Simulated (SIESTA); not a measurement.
Band structure of NaCl (Fm-3m, 2 atoms in the cell).

```
CELL_PARAMETERS angstrom
      0.00000     2.75076     2.75076
      2.75076     0.00000     2.75076
      2.75076     2.75076     0.00000
ATOMIC_POSITIONS crystal
  Na 0.00000 0.00000 0.00000
  Cl 0.50000 0.50000 0.50000
```

Level of theory: GGA PBE, numerical atomic orbitals DZP, PseudoDojo PBE standard norm-conserving potentials (rewritten from UPF to PSML) in SIESTA.

Settings: XC.functional = GGA; XC.authors = PBE; potentials = PseudoDojo PBE standard; PAO.BasisSize = DZP; PAO.EnergyShift = 0.01 Ry; MeshCutoff = 350 Ry; kgrid.MonkhorstPack = 8 8 8; OccupationFunction = FD; ElectronicTemperature = 20 meV; MaxSCFIterations = 150; SCF.Mixer.Method = Pulay; SCF.Mixer.Weight = 0.1; SCF.Mixer.History = 6; SCF.DM.Tolerance = 1.0E-04.

The starting cell comes from a database of computed structures (which also holds hypothetical and non-ambient phases and stackings), without a prior relaxation at this level. Its lattice was rescaled by a random factor within 2.5 % of one. Values carry the incompleteness of an atom-centred basis.

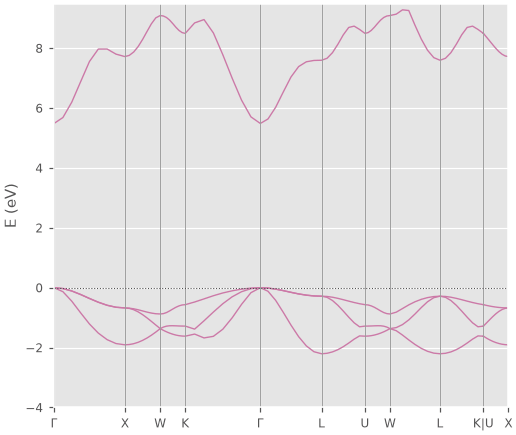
*Bands along the path, energies from the top of the valence band on the path.*

Task: Read off roughly the gap and where its edges lie.

Result: The gap along the path is about 5.5 eV (computed: 5.49 eV), direct at Γ to within 0.01 eV.

Levels in eV from the top of the valence band on the path, bands 5 to 9:
| point | 5 | 6 | 7 | 8 | 9 |
|---|---|---|---|---|---|
| Γ | -12.84 | 0.00 | 0.00 | 0.00 | 5.49 |
| X | -12.33 | -1.91 | -0.68 | -0.68 | 7.72 |
| W | -12.32 | -1.37 | -1.37 | -0.88 | 9.09 |
| K | -12.33 | -1.62 | -1.28 | -0.57 | 8.50 |
| L | -12.41 | -2.21 | -0.28 | -0.28 | 7.60 |
| U | -12.33 | -1.62 | -1.28 | -0.57 | 8.50 |

Higher empty bands are left out: an atom-centred basis made for the valence describes them poorly.
